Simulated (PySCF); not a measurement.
## Electronic structure of C₆H₁₁NOSi in real space

Input file:

```
{"job": {"kind": "nmr", "xc": "PBE0", "basis": "pcSseg-1"}, "charge": 0, "multiplicity": 1}
C     -2.149984     1.335860    -0.064894
C     -1.287013     0.393915     0.777165
C      0.169163     0.653887     0.528094
C      0.947870    -0.334929     0.097292
C      2.411209    -0.221485    -0.135114
N      2.847371     1.006008    -0.522051
O      3.177956    -1.152722     0.005034
C      0.336576    -1.696900    -0.085427
Si    -1.495164    -1.472012     0.378223
H     -1.936954     2.377761     0.173719
H     -3.205161     1.152138     0.123147
H     -1.958761     1.182504    -1.125016
H     -1.498374     0.610006     1.830083
H      0.540541     1.651063     0.725720
H      3.831407     1.136420    -0.686202
H      2.220038     1.769412    -0.692626
H      0.494809    -2.036010    -1.110350
H      0.870719    -2.407582     0.545918
H     -2.406892    -1.690689    -0.748332
H     -1.914505    -2.245969     1.548644
```

Run with:

```sh
OMP_NUM_THREADS=1 python probes_run.py task.json out
```

Geometry: GFN2-xTB.

Computed with PySCF 2.14.0, PBE0/pcSseg-1, SCF density, gas phase, non-relativistic.

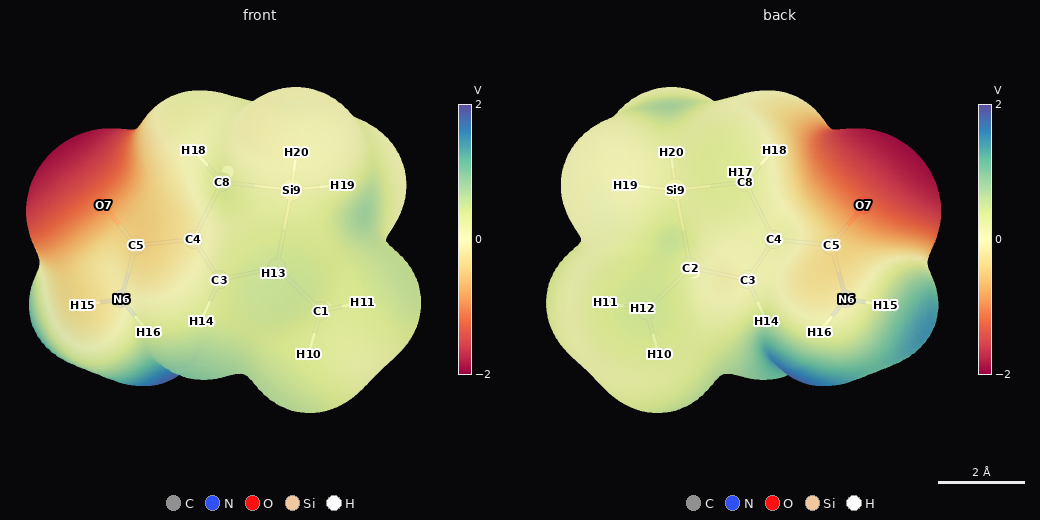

Figure 1. The molecular electrostatic potential painted on the density surface at 0.001 e/bohr³, seen from the front and from behind; red is negative and blue positive.

**Which sites attract a positive test charge, and which a negative one?**

A positive charge is drawn to the negative regions and a negative charge to the positive ones. The most negative region (about −1.9 V, or −44 kcal/mol for a unit charge) lies over O7, the most positive (about +1.8 V, or +42 kcal/mol for a unit charge) over H16. O7 is the likeliest acceptor of a hydrogen bond.

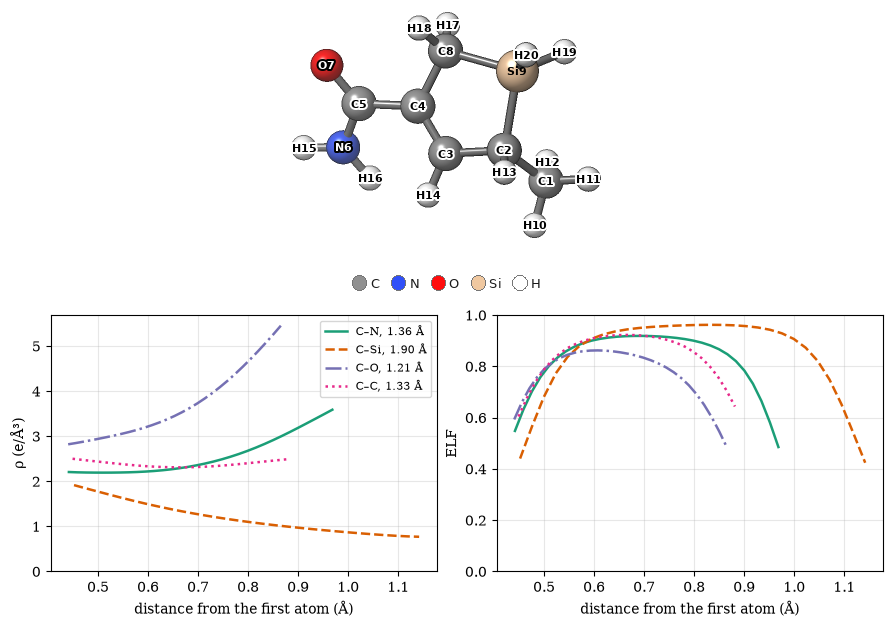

Figure 2. Total electron density and electron localisation function along straight lines between neighbouring atoms. The curves leave out the atomic cores. The structure is drawn too.

**What can be read from the curves?**

C–N (1.36 Å): ρ is about 2.3 e/Å³ halfway; the ELF peaks at about 0.90 between the atoms: localised, covalent bonding.
C–Si (1.90 Å): ρ is about 0.92 e/Å³ halfway; the ELF peaks at about 0.95 between the atoms (a shared electron pair).
C–O (1.21 Å): ρ is about 3.2 e/Å³ halfway; the ELF peaks at about 0.85 between the atoms: a short, multiple covalent bond.
C–C (1.33 Å): ρ is about 2.3 e/Å³ halfway; the ELF peaks at about 0.90 between the atoms (a short, multiple covalent bond).
